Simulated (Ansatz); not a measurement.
# (BP)2(AlN)2 [001] superlattice, started as zinc blende: phonons and vibrational spectra

Aim: the vibrations of (BP)2(AlN)2 [001] superlattice, started as zinc blende, their spectra, and whether the structure is stable.

Method: DFT LDA, scalar-relativistic, plane waves, PAW, in Ansatz 0.2.0.

The structure was built from a prototype and need not be the compound's stable phase.

### 1. The starting structure

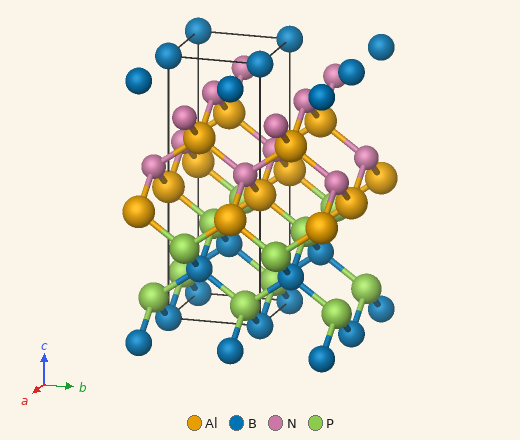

The cell as given, slightly off an axis (aluminium orange, boron blue, nitrogen pink, phosphorus green). 2×2×1 cells are drawn. Bonds to atoms that aren't drawn are left out. Some periodic images of atoms are drawn too.

Coordinates:

```
Al B N P
1.0
     2.23000    2.23000    0.00000
    -2.23000    2.23000    0.00000
     0.00000    0.00000    8.92000
Al B N P
2 2 2 2
Direct
  0.00000 0.00000 0.50000
  0.50000 0.50000 0.75000
  0.00000 0.00000 0.00000
  0.50000 0.50000 0.25000
  0.50000 0.00000 0.62500
  0.00000 0.50000 0.87500
  0.50000 0.00000 0.12500
  0.00000 0.50000 0.37500
```

### 2. Rough relaxation

A rough relaxation comes first, because large forces or stress need no tight tolerances yet.

File input.yaml:

```yaml
crystal:
  lattice:
    - [2.23, 2.23, 0.0]
    - [-2.23, 2.23, 0.0]
    - [0.0, 0.0, 8.92]
  atoms:
    - { symbol: Al, position: [0.0, 0.0, 0.5] }
    - { symbol: Al, position: [0.5, 0.5, 0.75] }
    - { symbol: B, position: [0.0, 0.0, 0.0] }
    - { symbol: B, position: [0.5, 0.5, 0.25] }
    - { symbol: "N", position: [0.5, 0.0, 0.625] }
    - { symbol: "N", position: [0.0, 0.5, 0.875] }
    - { symbol: P, position: [0.5, 0.0, 0.125] }
    - { symbol: P, position: [0.0, 0.5, 0.375] }
kpoints:
  mp_grid: { grid: [6, 6, 2] }
hamiltonian:
  xc: lda
scf:
  occupations: { method: gaussian, width: 0.1 }
output:
  forces: true
  stress: true
  eigenvalues: true
relax:
  adjacent_minimum: "off"
  f_tol: 0.05
  max_steps: 80
  cell: { stress_tol: 0.5 }
```

On the command line:

```bash
ansatz run input.yaml --threads 8 --pin off --max-ram 14336MiB --backend cpu --events-out ev --progress --plain --runs-dir out
```

Numbers of over 12 decimals in the logs are rounded to 6 here.

Log:

```text
The last accepted step is kept in <dir> (removed where the run ends without a failure and the disk answers)
Engine: ansatz 0.2.0, aarch64-unknown-linux-gnu
Pseudopotentials: kind: paw
Pseudopotential: Al, paw, valence charge 3, recommended cutoff 420 eV (normal), Al.paw.azcp
Pseudopotential: B, paw, valence charge 3, recommended cutoff 420 eV (normal), B.paw.azcp
[...]
- [2.255437, 2.255437, 0]
    - [-2.135264, 2.135264, 0]
    - [0, 0, 9.060296]
  atoms:
    - { symbol: Al, position: [0, 0, 0.541792] }
    - { symbol: Al, position: [0.500000, 0.5, 0.773138] }
    - { symbol: B, position: [0, 0, -0.023468] }
    - { symbol: B, position: [0.500000, 0.5, 0.227889] }
    - { symbol: N, position: [0.5, 0, 0.649514] }
    - { symbol: N, position: [0, 0.5, 0.885296] }
    - { symbol: P, position: [0.5, 0, 0.099952] }
    - { symbol: P, position: [0, 0.5, 0.345886] }
[key lines of the parts left out:]
SCF converged after 4 iterations
Free energy (F): -3530.413089 eV
Fermi energy:    10.709406 eV
P = ⅓ Tr σ = 0.0602 GPa (0.602 kbar)
```

The job ended after 9.7 s (8 threads of Arm Neoverse V2, shared host; peak memory 0.45 GiB).

The steps of the relaxation:

```tsv
step	energy less that of the first step (eV)	largest force component (eV/Å)	pressure (GPa)	volume (Å³)
1	0.0000	10.2262	10.30	88.72
2	-2.5301	2.4440	-1.36	90.05
3	-2.8791	0.6368	-2.02	89.15
4	-2.9157	0.3348	-0.61	88.18
5	-2.9382	0.2272	0.11	87.47
6	-2.6604	1.7503	5.02	85.01
7	-2.9487	0.1183	0.00	87.37
8	-2.9453	0.2100	0.28	87.07
9	-2.9527	0.0209	0.07	87.27
10*	-2.9520	0.0212	0.06	87.27
```

Relaxation steps marked * repeat the geometry before them on a plane-wave basis chosen anew for their cell, so energy and pressure can jump there. Relaxation steps 6, 8 were tried and not accepted.

Forces are held to the 4 operations that the run works with; a distortion that breaks them can't arise in this run.

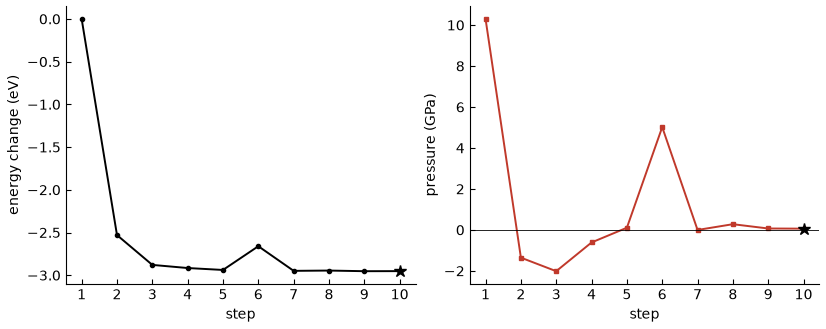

Energy and pressure along the relaxation. Stars mark steps on a basis chosen anew.

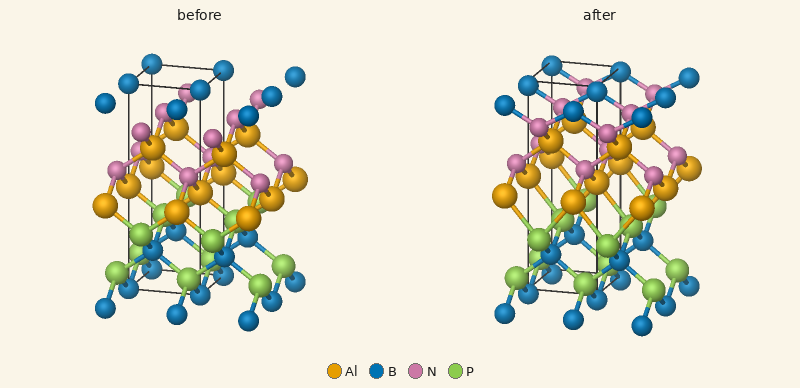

Before and after, at one scale. Bonds to atoms that aren't drawn are left out.

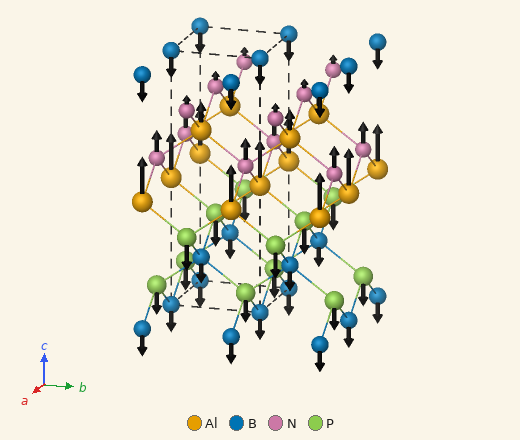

Displacements in the relaxation, exaggerated, measured against the changing cell; the longest in the cell stands for 0.38 Å. Bonds to atoms that aren't drawn are left out. 2×2×1 cells are drawn. Some periodic images of atoms are drawn too.

```tsv
conventional cell, symmetrised	before	after	change
a (Å)	3.154	3.020	-4.2 %
b (Å)	3.154	3.190	+1.1 %
c (Å)	8.920	9.060	+1.6 %
volume (Å³/atom)	11.09	10.91	-1.6 %
```

The atoms that moved most (Å, as changes of fractional coordinates times the final cell):

```tsv
atom	dx	dy	dz	length
Al1	0.000	0.000	0.379	0.379
P8	0.000	0.000	-0.264	0.264
P7	0.000	0.000	-0.227	0.227
N5	0.000	0.000	0.222	0.222
B3	0.000	0.000	-0.213	0.213
Al2	0.000	0.000	0.210	0.210
B4	0.000	0.000	-0.200	0.200
N6	0.000	0.000	0.093	0.093
```

Numbers from this step:

| Property | Result |
| --- | --- |
| pressure | 0.06018 GPa |
| volume per atom | 10.91 Å³ |
| gap on the k-mesh | 0 eV |

In this step the volume went from 11.09 to 10.91 Å³/atom.

### 3. Bringing the structure to rest

The cell and atoms are relaxed, since residual forces and stress would shift the frequencies.

File input.yaml:

```yaml
crystal:
  lattice:
    - [2.255437096, 2.255437096, 0.0]
    - [-2.1352639085, 2.1352639085, 0.0]
    - [0.0, 0.0, 9.0602955279]
  atoms:
    - { symbol: Al, position: [0.0, 0.0, 0.5417919196] }
    - { symbol: Al, position: [0.5, 0.5, 0.7731383456] }
    - { symbol: B, position: [0.0, 0.0, -0.0234677347] }
    - { symbol: B, position: [0.5, 0.5, 0.2278891406] }
    - { symbol: "N", position: [0.5, 0.0, 0.6495142048] }
    - { symbol: "N", position: [0.0, 0.5, 0.8852964979] }
    - { symbol: P, position: [0.5, 0.0, 0.0999518923] }
    - { symbol: P, position: [0.0, 0.5, 0.3458857339] }
kpoints:
  mp_grid: { grid: [10, 10, 4] }
hamiltonian:
  xc: lda
scf:
  occupations: { method: gaussian, width: 0.1 }
output:
  forces: true
  stress: true
  eigenvalues: true
  write_density: true
  write_potential: true
  elf: true
  volumetric_format: npy
relax:
  adjacent_minimum: "off"
  f_tol: 0.005
  max_steps: 80
  cell: { stress_tol: 0.05 }
```

Log:

```text
[...]
Crystal: 8 atoms, lattice volume = 87.268 Å³
Basis set: ecut = 420 eV, 1703 PW (Γ)
Bands: 24, of which v1, the nominal top of the filled ones, is band 16 counted from 1 (15 counted from 0)
Symmetry: 4 space group operations
[...]
k-points: 108 of 400 (time reversal used)
[...]
SCF iter   1: F=—  HF=-3530.415712 eV  |F-HF|=—  |Δ(HF+E_count)|=         —  Δρ=9.37e-3  dr2=1.32e-1  ethr=1.77e-3  ⟨swp⟩=7.1  Hψ=15779  notcnv=0  defer=1
[...]
SCF iter   9: F=-3530.385009 eV  HF=-3530.385009 eV  |F-HF|=2.81e-8  |Δ(HF+E_count)|=   8.08e-8  Δρ=3.10e-6  dr2=3.38e-8  ethr=3.13e-10  ⟨swp⟩=14.7  Hψ=18281  notcnv=0
SCF 1 converged in 9 iterations: F = -3530.385009 eV  dr2 = 3.38e-8
[...]
relax step   1: F+E_penalty+E_count = -3530.38500902 eV  Δ(F+E_penalty+E_count) = +0.000e0 eV  max|allowed force component| = 4.814e-1 eV/Å  Δτ_max = 0.0000 Å  P = +0.519 GPa  Ω = 87.268 Å³  (9 SCF iters, dr2 threshold 1.00e-7 eV, accepted)
Crystal: 8 atoms, lattice volume = 87.543 Å³
Basis set: ecut = 420 eV, 1691 PW (Γ)
[...]
SCF iter   7: F=-3530.409336 eV  HF=-3530.409336 eV  |F-HF|=2.74e-7  |Δ(HF+E_count)|=   3.27e-7  Δρ=1.59e-5  dr2=3.24e-7  ethr=2.50e-9  ⟨swp⟩=11.4  Hψ=19131  notcnv=0
SCF 2 converged in 7 iterations: F = -3530.409336 eV  dr2 = 3.24e-7
relax step   2: F+E_penalty+E_count = -3530.40933564 eV  Δ(F+E_penalty+E_count) = -2.433e-2 eV  max|allowed force component| = 2.310e-1 eV/Å  Δτ_max = 0.0180 Å  P = +0.183 GPa  Ω = 87.543 Å³  energy of the carried Pulay correction = -6.904e-4 eV  (7 SCF iters, dr2 threshold 8.00e-7 eV, accepted)
Crystal: 8 atoms, lattice volume = 87.581 Å³
Basis set: ecut = 420 eV, 1695 PW (Γ)
[...]
SCF iter   5: F=-3530.411423 eV  HF=-3530.411423 eV  |F-HF|=4.65e-7  |Δ(HF+E_count)|=   4.75e-7  Δρ=1.28e-5  dr2=5.33e-7  ethr=2.50e-9  ⟨swp⟩=11.3  Hψ=18774  notcnv=0
SCF 3 converged in 5 iterations: F = -3530.411423 eV  dr2 = 5.33e-7
relax step   3: F+E_penalty+E_count = -3530.41142299 eV  Δ(F+E_penalty+E_count) = -2.087e-3 eV  max|allowed force component| = 1.003e-1 eV/Å  Δτ_max = 0.0063 Å  P = +0.138 GPa  Ω = 87.581 Å³  energy of the carried Pulay correction = -7.861e-4 eV  (5 SCF iters, dr2 threshold 8.00e-7 eV, accepted)
[...]
relax step   4: F+E_penalty+E_count = -3530.41167744 eV  Δ(F+E_penalty+E_count) = -2.545e-4 eV  max|allowed force component| = 2.040e-2 eV/Å  Δτ_max = 0.0028 Å  P = +0.053 GPa  Ω = 87.630 Å³  energy of the carried Pulay correction = -9.081e-4 eV  (5 SCF iters, dr2 threshold 6.29e-7 eV, accepted)
[...]
relax step   5: F+E_penalty+E_count = -3530.41161746 eV  Δ(F+E_penalty+E_count) = +5.999e-5 eV  max|allowed force component| = 1.510e-2 eV/Å  Δτ_max = 0.0019 Å  P = -0.013 GPa  Ω = 87.664 Å³  energy of the carried Pulay correction = -9.927e-4 eV  (6 SCF iters, dr2 threshold 2.60e-8 eV, accepted)
[...]
relax step   6: F+E_penalty+E_count = -3530.41164003 eV  Δ(F+E_penalty+E_count) = -2.257e-5 eV  max|allowed force component| = 9.413e-4 eV/Å  Δτ_max = 0.0007 Å  P = -0.000 GPa  Ω = 87.658 Å³  energy of the carried Pulay correction = -9.781e-4 eV  (5 SCF iters, dr2 threshold 1.42e-8 eV, accepted)
[...]
relax step   7: F+E_penalty+E_count = -3530.41268936 eV  Δ(F+E_penalty+E_count) = -1.049e-3 eV  max|allowed force component| = 1.039e-3 eV/Å  Δτ_max = 0.0000 Å  P = +0.019 GPa  Ω = 87.658 Å³  stress off target by 7.01e-2 GPa  SCF on the basis re-selected at this cell (its energy is not comparable with the rows above)  (6 SCF iters)
[...]
relax step   8: F+E_penalty+E_count = -3530.41266652 eV  Δ(F+E_penalty+E_count) = +2.285e-5 eV  max|allowed force component| = 1.897e-4 eV/Å  Δτ_max = 0.0001 Å  P = +0.000 GPa  Ω = 87.669 Å³  energy of the carried Pulay correction = -2.740e-5 eV  (5 SCF iters, dr2 threshold 1.23e-8 eV, accepted)
[...]
SCF iter   5: F=-3530.412692 eV  HF=-3530.412692 eV  |F-HF|=5.09e-11  |Δ(HF+E_count)|=  4.87e-11  Δρ=2.39e-7  dr2=6.39e-11  ethr=1.00e-12  ⟨swp⟩=6.7  Hψ=14009  notcnv=0
SCF 9 converged in 5 iterations: F = -3530.412692 eV  dr2 = 6.39e-11
relax step   9: F+E_penalty+E_count = -3530.41269150 eV  Δ(F+E_penalty+E_count) = -2.499e-5 eV  max|allowed force component| = 1.968e-4 eV/Å  Δτ_max = 0.0000 Å  P = +0.000 GPa  Ω = 87.669 Å³  stress off target by 1.64e-3 GPa  SCF on the basis re-selected at this cell (its energy is not comparable with the rows above)  (5 SCF iters)
[...]
SCF converged after 5 iterations
Free energy (F): -3530.412692 eV
[...]
Internal energy: -3530.409752 eV  (E = F + TS)
E sigma→0 (E₀):  -3530.411222 eV
Entropy (-TS):   -0.002939 eV (-0.367 meV/atom)
Fermi energy:    10.503890 eV
[...]
--- Forces (eV/Å), atoms counted from 1 ---
  atom   1  Al    -0.00000000    -0.00000000     0.00009996
  atom   2  Al     0.00000000     0.00000000     0.00019724
  atom   3  B      0.00000000    -0.00000000    -0.00001794
  atom   4  B      0.00000000     0.00000000     0.00006960
  atom   5  N      0.00000000    -0.00000000    -0.00006495
  atom   6  N      0.00000000     0.00000000    -0.00010707
  atom   7  P     -0.00000000    -0.00000000    -0.00019538
  atom   8  P     -0.00000000    -0.00000000     0.00002231
  max |Σ_I F_I| component: 3.76e-6 eV/Å
--- Stress (GPa, compression-positive) ---
        0.000503      -0.001141       0.000000
       -0.001141       0.000503       0.000000
        0.000000       0.000000      -0.000107
  P = ⅓ Tr σ = 0.0003 GPa (0.003 kbar)
--- Band table (eV; the first three rows and the last of 108) ---
  k-point 0: bands = [... 12 lower, 6.8903, 8.0390, 8.8562, 9.9033, 10.6036, 10.7615, 11.7604, 12.1158, ... 4 higher]
  k-point 1: bands = [... 12 lower, 6.9150, 7.6223, 8.8176, 9.9179, 10.7285, 10.7591, 11.7211, 12.1371, ... 4 higher]
  k-point 2: bands = [... 12 lower, 6.9394, 6.9529, 8.7787, 9.9421, 10.6960, 10.8781, 11.6869, 12.1559, ... 4 higher]
  k-point 107: bands = [... 12 lower, 4.5785, 4.5834, 4.8755, 4.9061, 10.4394, 11.4921, 11.9768, 12.4571, ... 4 higher]
--- Relaxed structure (7 steps of the walk, 7 accepted, 2 SCFs on fresh bases) ---
[...]
cell:  # Å, volume = 87.6692 Å³
    - [2.239478, 2.239478, 0]
    - [-2.162769, 2.162769, 0]
    - [0, 0, 9.050237]
  atoms:
    - { symbol: Al, position: [0, 0, 0.539192] }
    - { symbol: Al, position: [0.5, 0.5, 0.771125] }
    - { symbol: B, position: [0, 0, -0.023390] }
    - { symbol: B, position: [0.5, 0.5, 0.228308] }
    - { symbol: N, position: [0.5, 0, 0.649796] }
    - { symbol: N, position: [0, 0.5, 0.884973] }
    - { symbol: P, position: [0.5, 0, 0.101601] }
    - { symbol: P, position: [0, 0.5, 0.348394] }
```

Run time: 25 s. Hardware: 8 threads; peak memory 0.57 GiB.

Step by step:

```tsv
step	energy less that of the first step (eV)	largest force component (eV/Å)	pressure (GPa)	volume (Å³)
1	0.0000	0.4814	0.52	87.27
2	-0.0243	0.2310	0.18	87.54
3	-0.0264	0.1003	0.14	87.58
4	-0.0267	0.0204	0.05	87.63
5	-0.0266	0.0151	-0.01	87.66
6	-0.0266	0.0009	0.00	87.66
7*	-0.0277	0.0010	0.02	87.66
8	-0.0277	0.0002	0.00	87.67
9*	-0.0277	0.0002	0.00	87.67
```

Relaxation steps marked * repeat the geometry before them on a plane-wave basis chosen anew for their cell, so energy and pressure can jump there.

The run keeps the 4 symmetry operations that it works with, so distortions that break them were not tested.

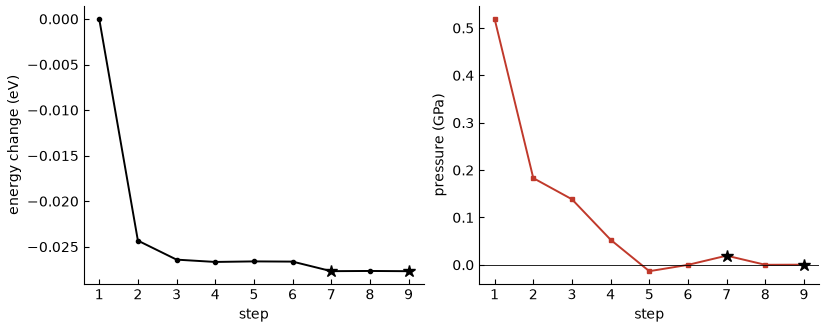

Energy and pressure along the relaxation. Stars mark steps on a basis chosen anew.

```tsv
cell as run	before	after	change
a (Å)	3.190	3.167	-0.7 %
b (Å)	3.020	3.059	+1.3 %
c (Å)	9.060	9.050	-0.1 %
volume (Å³/atom)	10.91	10.96	+0.5 %
```

The atoms that moved most (Å, as changes of fractional coordinates times the final cell):

```tsv
atom	dx	dy	dz	length
Al1	0.000	0.000	-0.024	0.024
P8	0.000	0.000	0.023	0.023
Al2	0.000	0.000	-0.018	0.018
P7	0.000	0.000	0.015	0.015
```

Final coordinates:

```cif
data_structure
_symmetry_space_group_name_H-M 'P 1'
_symmetry_Int_Tables_number 1
_cell_length_a 3.1671
_cell_length_b 3.0586
_cell_length_c 9.0502
_cell_angle_alpha 90.000
_cell_angle_beta 90.000
_cell_angle_gamma 90.000
_cell_volume 87.67
loop_
_atom_site_label
_atom_site_type_symbol
_atom_site_fract_x
_atom_site_fract_y
_atom_site_fract_z
_atom_site_occupancy
Al1 Al 0.00000 0.00000 0.53919 1
Al2 Al 0.50000 0.50000 0.77112 1
B3 B 0.00000 0.00000 0.97661 1
B4 B 0.50000 0.50000 0.22831 1
N5 N 0.50000 0.00000 0.64980 1
N6 N 0.00000 0.50000 0.88497 1
P7 P 0.50000 0.00000 0.10160 1
P8 P 0.00000 0.50000 0.34839 1
```

Numbers from this step:

* pressure: 3.00e-4 GPa
* volume per atom: 10.96 Å³

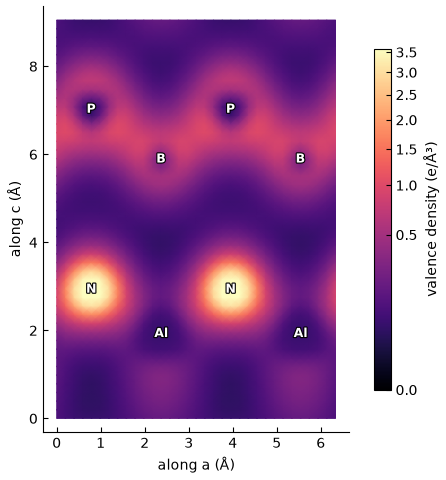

Valence density in the ac plane at fractional y = 0.000, with atoms of Al and B and N and P within 0.2 Å of it. It is the smooth field of the valence electrons, not physical close to the nuclei. The map starts off the cell's origin, so that atoms lie inside it. The colour scale is stretched toward low values.

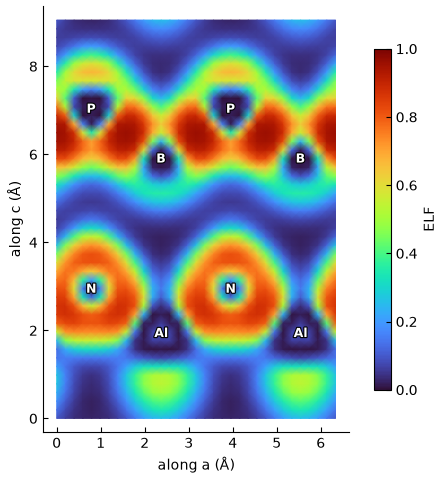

ELF in the ac plane at fractional y = 0.000, with atoms of Al and B and N and P within 0.2 Å of it. It is the smooth field of the valence electrons, not physical close to the nuclei. The map starts off the cell's origin, so that atoms lie inside it.

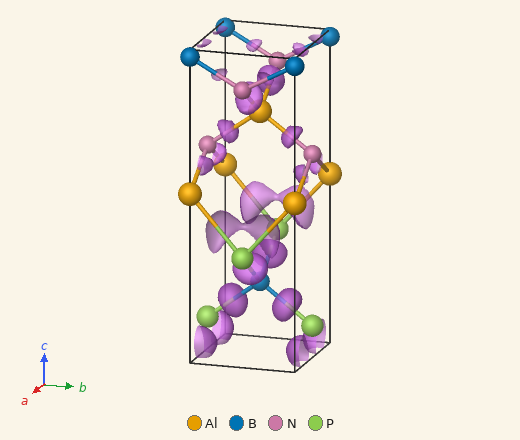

Surface of ELF = 0.85.

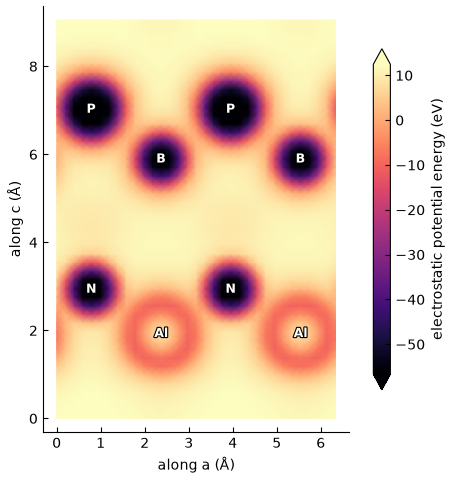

Electrostatic potential energy in the ac plane at fractional y = 0.000, with atoms of Al and B and N and P within 0.2 Å of it. With pseudopotentials it is smooth inside the atoms' cores, unlike the true potential. The map starts off the cell's origin, so that atoms lie inside it.

In this step the volume went from 10.91 to 10.96 Å³/atom.

(Continued in part 2 of 2.)

[Logs are printed without paths, hosts, clocks, repeated set-up lines and the standing remarks that a program may print on its own settings, such as how far it seeks lower states.]

[Hosts, paths, dates, database ids (printed as entryN), source tags and the programs' standing remarks are cut or masked in the printed files.]
